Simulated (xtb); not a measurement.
**Geometry relaxation, with input and output: BSiH₂F₃ (part 2 of 3)**

The same run, continued: BSiH₂F₃, SMILES B[Si](F)(F)F; GFN2-xTB (xtb 6.7.1 later snapshot). The geometry comes from this level: PBE0-D4/def2-TZVP.

Geometry of the input (Å):
```
B  0.2374  -1.1647  0.3290
Si -0.1560  0.7190  -0.2290
F  1.1818  1.4333  -0.6828
F  -1.1712  0.8428  -1.4348
F  -0.7723  1.5615  0.9598
H  0.8587  -1.3582  1.3284
H  -0.1172  -2.1017  -0.3162
```

### What the program printed, continued
```
 iter      E             dE          RMSdq      gap      omega  full diag
   1    -18.4173287 -0.184173E+02  0.318E-02    3.13       0.0  T
   2    -18.4173287 -0.242007E-07  0.203E-02    3.13       1.9  T
   3    -18.4173287  0.580897E-08  0.393E-03    3.13       9.6  T
   4    -18.4173287 -0.104123E-07  0.125E-03    3.13      30.2  T
   5    -18.4173287 -0.362418E-08  0.955E-04    3.13      39.6  T
   6    -18.4173287 -0.624507E-09  0.667E-05    3.13     566.8  T
     SCC iter.                  ...        0 min,  0.001 sec
     gradient                   ...        0 min,  0.001 sec
 * total energy  :   -18.3453208 Eh     change       -0.1464055E-05 Eh
   gradient norm :     0.0002164 Eh/α   predicted    -0.8824947E-06 ( -39.72%)
   displ. norm   :     0.0049274 α      lambda       -0.2658496E-06
   maximum displ.:     0.0036303 α      in ANC's #3, #2, #5, ...

........................................................................
.............................. CYCLE    9 ..............................
........................................................................

 iter      E             dE          RMSdq      gap      omega  full diag
   1    -18.4173531 -0.184174E+02  0.139E-02    3.13       0.0  T
   2    -18.4173531 -0.490278E-08  0.895E-03    3.13       4.2  T
   3    -18.4173531 -0.149935E-08  0.127E-03    3.13      29.7  T
   4    -18.4173531 -0.182421E-09  0.351E-04    3.13     107.8  T
   5    -18.4173531 -0.394635E-10  0.208E-04    3.13     181.9  T
     SCC iter.                  ...        0 min,  0.001 sec
     gradient                   ...        0 min,  0.001 sec
 * total energy  :   -18.3453210 Eh     change       -0.2002965E-06 Eh
   gradient norm :     0.0001896 Eh/α   predicted    -0.1340647E-06 ( -33.07%)
   displ. norm   :     0.0025583 α      lambda       -0.1011095E-06
   maximum displ.:     0.0016412 α      in ANC's #5, #3, #2, ...

........................................................................
.............................. CYCLE   10 ..............................
........................................................................

 iter      E             dE          RMSdq      gap      omega  full diag
   1    -18.4173649 -0.184174E+02  0.689E-03    3.13       0.0  T
   2    -18.4173649 -0.236196E-08  0.432E-03    3.13       8.8  T
   3    -18.4173649 -0.645173E-10  0.860E-04    3.13      43.9  T
   4    -18.4173649 -0.134431E-09  0.313E-04    3.13     120.9  T
     SCC iter.                  ...        0 min,  0.000 sec
     gradient                   ...        0 min,  0.001 sec
 * total energy  :   -18.3453211 Eh     change       -0.9933828E-07 Eh
   gradient norm :     0.0001246 Eh/α   predicted    -0.5231856E-07 ( -47.33%)
   displ. norm   :     0.0015965 α      lambda       -0.3863092E-07
   maximum displ.:     0.0011870 α      in ANC's #3, #6, #5, ...

   *** GEOMETRY OPTIMIZATION CONVERGED AFTER 10 ITERATIONS ***

------------------------------------------------------------------------
 total energy gain   :        -0.0050527 Eh       -3.1706 kcal/mol
 total RMSD          :         0.1093144 a0        0.0578 Å
 total power (kW/mol):        -1.3265832 (step) -672.4220 (real)
------------------------------------------------------------------------

 ANCopt (total)                0 d,  0 h,  0 min,  0.020 sec
 optimizer setup                ...        0 min,  0.000 sec (  0.272%)
 model hessian                  ...        0 min,  0.000 sec (  0.834%)
 ANC generation                 ...        0 min,  0.000 sec (  0.285%)
 coordinate transformation      ...        0 min,  0.000 sec (  0.172%)
 single point calculation       ...        0 min,  0.019 sec ( 94.143%)
 optimization log               ...        0 min,  0.000 sec (  1.564%)
 hessian update                 ...        0 min,  0.000 sec (  0.120%)
 rational function              ...        0 min,  0.000 sec (  1.606%)

================
 final structure:
================
7
 xtb: 6.7.1
B            0.24441738498673       -1.17669734302380        0.33777351638572
Si          -0.13047659108438        0.64305002330089       -0.20263114244890
F            1.13103889667496        1.49449112608367       -0.69467994484715
F           -1.14921553895492        0.86910009746544       -1.41327936702162
F           -0.76601477196254        1.60186793767634        0.90805177448201
H            0.84306763429060       -1.40815515662062        1.31324268723880
H           -0.11161701395045       -2.09165668488192       -0.29407752378886

 Bond Distances (Angstroems)
 ---------------------------
B1-Si2=1.9350        B1-H6=1.1677         B1-H7=1.1675         Si2-B1=1.9350        Si2-F3=1.5995        Si2-F4=1.5983
Si2-F5=1.5990        F3-Si2=1.5995        F4-Si2=1.5983        F5-Si2=1.5990        H6-B1=1.1677         H7-B1=1.1675
 B  H  Rav=1.1676 sigma=0.0001  Rmin=1.1675  Rmax=1.1677     2
 Si B  Rav=1.9350 sigma=0.0000  Rmin=1.9350  Rmax=1.9350     1
 Si F  Rav=1.5990 sigma=0.0005  Rmin=1.5983  Rmax=1.5995     3

 selected bond angles (degree)
 --------------------
H6-B1-Si2=121.27               H7-B1-Si2=121.79               H7-B1-H6=116.94                F3-Si2-B1=115.70
F4-Si2-B1=117.91               F4-Si2-F3=101.21               F5-Si2-B1=116.55               F5-Si2-F3=102.00
F5-Si2-F4=100.84

 selected dihedral angles (degree)
 ---------------------------------
F3-Si2-B1-H6= 69.72           F3-Si2-B1-H7=249.94           F4-Si2-B1-H6=189.66           F4-Si2-B1-H7=  9.88
F5-Si2-B1-H6=309.82           F5-Si2-B1-H7=130.04
           -------------------------------------------------
          |                Final Singlepoint                |
           -------------------------------------------------

          ...................................................
          :                      SETUP                      :
          :.................................................:
          :  # basis functions                  28          :
          :  # atomic orbitals                  27          :
          :  # shells                           13          :
          :  # electrons                        30          :
          :  max. iterations                   250          :
          :  Hamiltonian                  GFN2-xTB          :
          :  restarted?                      false          :
          :  GBSA solvation                  false          :
          :  PC potential                    false          :
          :  electronic temp.          300.0000000     K    :
          :  accuracy                    1.0000000          :
          :  -> integral cutoff          0.2500000E+02      :
          :  -> integral neglect         0.1000000E-07      :
          :  -> SCF convergence          0.1000000E-05 Eh   :
          :  -> wf. convergence          0.1000000E-03 e    :
          :  Broyden damping             0.4000000          :
          :  net charge                          0          :
          :  unpaired electrons                  0          :
          ...................................................

 iter      E             dE          RMSdq      gap      omega  full diag
   1    -18.4173649 -0.184174E+02  0.163E-04    3.13       0.0  T
   2    -18.4173649 -0.603961E-11  0.110E-04    3.13     342.8  T
   3    -18.4173649  0.664713E-11  0.554E-05    3.13     682.7  T

   *** convergence criteria satisfied after 3 iterations ***

         #    Occupation            Energy/Eh            Energy/eV
      -------------------------------------------------------------
         1        2.0000           -0.9198152             -25.0294
       ...           ...                  ...                  ...
         9        2.0000           -0.5254786             -14.2990
        10        2.0000           -0.5251402             -14.2898
        11        2.0000           -0.5145722             -14.0022
        12        2.0000           -0.5138000             -13.9812
        13        2.0000           -0.5134210             -13.9709
        14        2.0000           -0.4796158             -13.0510
        15        2.0000           -0.4507960             -12.2668 (HOMO)
        16                         -0.3357329              -9.1358 (LUMO)
        17                         -0.1751862              -4.7671
        18                         -0.1374977              -3.7415
        19                         -0.0600510              -1.6341
        20                          0.0244478               0.6653
       ...                                ...                  ...
        27                          0.9617601              26.1708
      -------------------------------------------------------------
                  HL-Gap            0.1150631 Eh            3.1310 eV
             Fermi-level           -0.3932644 Eh          -10.7013 eV

 SCC (total)                   0 d,  0 h,  0 min,  0.002 sec
 SCC setup                      ...        0 min,  0.000 sec (  1.943%)
 Dispersion                     ...        0 min,  0.000 sec (  0.614%)
 classical contributions        ...        0 min,  0.000 sec (  0.264%)
 integral evaluation            ...        0 min,  0.000 sec ( 26.096%)
 iterations                     ...        0 min,  0.000 sec ( 22.927%)
 molecular gradient             ...        0 min,  0.001 sec ( 44.090%)
 printout                       ...        0 min,  0.000 sec (  3.592%)

         :::::::::::::::::::::::::::::::::::::::::::::::::::::
         ::                     SUMMARY                     ::
         :::::::::::::::::::::::::::::::::::::::::::::::::::::
         :: total energy             -18.345321147062 Eh    ::
         :: gradient norm              0.000125963332 Eh/a0 ::
         :: HOMO-LUMO gap              3.131027440672 eV    ::
         ::.................................................::
         :: SCC energy               -18.417363718304 Eh    ::
         :: -> isotropic ES            0.063141937572 Eh    ::
         :: -> anisotropic ES          0.000372178673 Eh    ::
         :: -> anisotropic XC         -0.005508423955 Eh    ::
         :: -> dispersion             -0.003226102116 Eh    ::
         :: repulsion energy           0.072042571243 Eh    ::
         :: add. restraining           0.000000000000 Eh    ::
         :: total charge              -0.000000000000 e     ::
         :::::::::::::::::::::::::::::::::::::::::::::::::::::

           -------------------------------------------------
          |                Property Printout                |
           -------------------------------------------------

    * Orbital Energies and Occupations

         #    Occupation            Energy/Eh            Energy/eV
      -------------------------------------------------------------
         1        2.0000           -0.9198152             -25.0294
       ...           ...                  ...                  ...
         3        2.0000           -0.8162999             -22.2127
         4        2.0000           -0.6400322             -17.4162
         5        2.0000           -0.5474503             -14.8969
         6        2.0000           -0.5470895             -14.8871
         7        2.0000           -0.5469154             -14.8823
         8        2.0000           -0.5307346             -14.4420
         9        2.0000           -0.5254786             -14.2990
        10        2.0000           -0.5251402             -14.2898
        11        2.0000           -0.5145722             -14.0022
        12        2.0000           -0.5138000             -13.9812
        13        2.0000           -0.5134210             -13.9709
        14        2.0000           -0.4796158             -13.0510
        15        2.0000           -0.4507960             -12.2668 (HOMO)
        16                         -0.3357329              -9.1358 (LUMO)
        17                         -0.1751862              -4.7671
        18                         -0.1374977              -3.7415
        19                         -0.0600510              -1.6341
        20                          0.0244478               0.6653
        21                          0.0457800               1.2457
        22                          0.3214246               8.7464
        23                          0.3430926               9.3360
        24                          0.3819683              10.3939
        25                          0.6363252              17.3153
        26                          0.9517628              25.8988
        27                          0.9617601              26.1708
      -------------------------------------------------------------
                  HL-Gap            0.1150631 Eh            3.1310 eV
             Fermi-level           -0.3932644 Eh          -10.7013 eV

     #   Z          covCN         q      C6AA      α(0)
     1   5          2.823     0.187    18.447     7.174
     2  14          3.059     0.665   156.169    27.095
     3   9          0.705    -0.253    11.811     4.058
     4   9          0.705    -0.251    11.787     4.054
     5   9          0.705    -0.252    11.802     4.056
     6   1          0.940    -0.047     4.022     3.136
     7   1          0.940    -0.048     4.042     3.143

 Mol. C6AA /au·bohr⁶  :        915.982292
 Mol. C8AA /au·bohr⁸  :      34140.329816
 Mol. α(0) /au        :         52.716686

Wiberg/Mayer (AO) data.
largest (>0.10) Wiberg bond orders for each atom

 ---------------------------------------------------------------------------
     #   Z sym  total        # sym  WBO       # sym  WBO       # sym  WBO
 ---------------------------------------------------------------------------
     1   5      2.991 --     7      0.997     6      0.996     2      0.872
     2  14      4.161 --     4      1.098     5      1.096     3      1.095
                             1      0.872
     3   9      1.211 --     2      1.095
     4   9      1.214 --     2      1.098
     5   9      1.212 --     2      1.096
     6   1      0.998 --     1      0.996
     7   1      0.998 --     1      0.997
 ---------------------------------------------------------------------------

Topologies differ in total number of bonds
Writing topology from bond orders to xtbtopo.mol

molecular dipole:
                 x           y           z       tot (Debye)
 q only:        0.226      -1.183       0.344
   full:        0.272      -1.395       0.408       3.758
molecular quadrupole (traceless):
                xx          xy          yy          xz          yz          zz
 q only:        0.735       0.363      -1.183      -0.290       0.541       0.448
  q+dip:        0.348       0.483      -1.073       0.328       0.766       0.725
   full:        1.689       0.635      -2.274      -1.109       0.821       0.585

           -------------------------------------------------
          |                Geometry Summary                 |
           -------------------------------------------------

      molecular mass/u    :       97.9076177
   center of mass at/Å    :       -0.1550770       0.7879762      -0.2431720
  moments of inertia/u·Å² :        0.1181854E+03   0.1394959E+03   0.1402713E+03
rotational constants/cm⁻¹ :        0.1426371E+00   0.1208468E+00   0.1201788E+00

 * 6 selected distances

     #   Z          #   Z                                           value/Å
     1   5          2  14                                         1.9349584 (max)
     2  14          3   9                                         1.5995267
     2  14          4   9                                         1.5983108
     2  14          5   9                                         1.5990177
     1   5          6   1                                         1.1676880
     1   5          7   1                                         1.1675389 (min)

 * 3 distinct bonds (by element types)

   Z      Z             #   av. dist./Å        max./Å        min./Å
   1 H    5 B           2     1.1676134     1.1676880     1.1675389
   5 B   14 Si          1     1.9349584     1.9349584     1.9349584
   9 F   14 Si          3     1.5989517     1.5995267     1.5983108

optimized geometry written to: xtbopt.xyz

           -------------------------------------------------
          | TOTAL ENERGY              -18.345321147062 Eh   |
          | GRADIENT NORM               0.000125963332 Eh/α |
          | HOMO-LUMO GAP               3.131027440672 eV   |
           -------------------------------------------------

------------------------------------------------------------------------
------------------------------------------------------------------------
 total:
 *  cpu-time:     0 d,  0 h,  0 min,  0.031 sec
 * ratio c/w:     0.999 speedup
 SCF:
 *  cpu-time:     0 d,  0 h,  0 min,  0.003 sec
 * ratio c/w:     1.000 speedup
 ANC optimizer:
 *  cpu-time:     0 d,  0 h,  0 min,  0.022 sec
 * ratio c/w:     0.999 speedup
```

### File xtbopt.xyz
```
7
 energy: -18.345321147062 gnorm: 0.000125963332 xtb: 6.7.1
B            0.24441738498673       -1.17669734302380        0.33777351638572
Si          -0.13047659108438        0.64305002330089       -0.20263114244890
F            1.13103889667496        1.49449112608367       -0.69467994484715
F           -1.14921553895492        0.86910009746544       -1.41327936702162
F           -0.76601477196254        1.60186793767634        0.90805177448201
H            0.84306763429060       -1.40815515662062        1.31324268723880
H           -0.11161701395045       -2.09165668488192       -0.29407752378886
```

### Standard error
```
normal termination of xtb
```

### Trajectory as extended XYZ (Å, eV, eV/Å), 10 frames, from step=0 to step=9
```
7
Properties=species:S:1:pos:R:3 step=0 energy=-499.06413
B     0.2374   -1.1647    0.3290
Si   -0.1560    0.7190   -0.2290
F     1.1818    1.4333   -0.6828
F    -1.1712    0.8428   -1.4348
F    -0.7723    1.5615    0.9598
H     0.8587   -1.3582    1.3284
H    -0.1172   -2.1017   -0.3162
7
Properties=species:S:1:pos:R:3 step=1 energy=-499.15563
B     0.2387   -1.1528    0.3288
Si   -0.1469    0.6859   -0.2191
F     1.1695    1.4446   -0.6857
F    -1.1641    0.8428   -1.4271
F    -0.7702    1.5657    0.9470
H     0.8444   -1.3747    1.3091
H    -0.1102   -2.0795   -0.2986
7
Properties=species:S:1:pos:R:3 step=2 energy=-499.19400
B     0.2373   -1.1594    0.3329
Si   -0.1345    0.6452   -0.2047
F     1.1490    1.4690   -0.6902
F    -1.1533    0.8544   -1.4159
F    -0.7680    1.5830    0.9250
H     0.8385   -1.3857    1.3001
H    -0.1078   -2.0745   -0.2928
7
Properties=species:S:1:pos:R:3 step=3 energy=-499.20011
B     0.2475   -1.1696    0.3344
Si   -0.1328    0.6445   -0.2048
F     1.1397    1.4862   -0.6950
F    -1.1525    0.8653   -1.4156
F    -0.7687    1.5943    0.9159
H     0.8393   -1.4042    1.3099
H    -0.1112   -2.0843   -0.2903
7
Properties=species:S:1:pos:R:3 step=4 energy=-499.20087
B     0.2359   -1.1781    0.3435
Si   -0.1334    0.6431   -0.2025
F     1.1347    1.4890   -0.6943
F    -1.1506    0.8734   -1.4148
F    -0.7691    1.6056    0.9084
H     0.8494   -1.4077    1.3103
H    -0.1057   -2.0934   -0.2963
7
Properties=species:S:1:pos:R:3 step=5 energy=-499.20147
B     0.2462   -1.1780    0.3365
Si   -0.1316    0.6426   -0.2030
F     1.1328    1.4930   -0.6951
F    -1.1502    0.8728   -1.4138
F    -0.7675    1.6016    0.9091
H     0.8433   -1.4056    1.3143
H    -0.1117   -2.0944   -0.2936
7
Properties=species:S:1:pos:R:3 step=6 energy=-499.20157
B     0.2440   -1.1756    0.3382
Si   -0.1321    0.6431   -0.2034
F     1.1330    1.4909   -0.6946
F    -1.1503    0.8711   -1.4141
F    -0.7673    1.6009    0.9091
H     0.8441   -1.4075    1.3128
H    -0.1102   -2.0909   -0.2936
7
Properties=species:S:1:pos:R:3 step=7 energy=-499.20161
B     0.2439   -1.1767    0.3378
Si   -0.1314    0.6429   -0.2028
F     1.1317    1.4926   -0.6945
F    -1.1496    0.8711   -1.4135
F    -0.7666    1.6017    0.9082
H     0.8437   -1.4070    1.3129
H    -0.1106   -2.0924   -0.2938
7
Properties=species:S:1:pos:R:3 step=8 energy=-499.20162
B     0.2446   -1.1767    0.3378
Si   -0.1308    0.6429   -0.2028
F     1.1312    1.4938   -0.6947
F    -1.1494    0.8700   -1.4133
F    -0.7663    1.6017    0.9080
H     0.8433   -1.4080    1.3134
H    -0.1114   -2.0917   -0.2940
7
Properties=species:S:1:pos:R:3 step=9 energy=-499.20162
B     0.2444   -1.1767    0.3378
Si   -0.1305    0.6431   -0.2026
F     1.1310    1.4945   -0.6947
F    -1.1492    0.8691   -1.4133
F    -0.7660    1.6019    0.9081
H     0.8431   -1.4082    1.3132
H    -0.1116   -2.0917   -0.2941
```

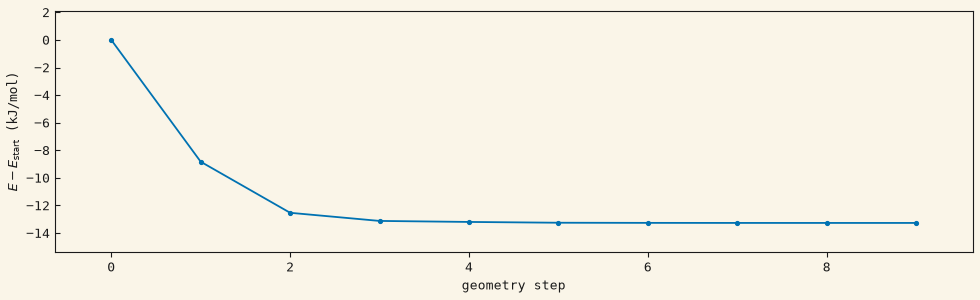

**Figure 1.** Progress of the relaxation, step by step (steps are counted from 0).
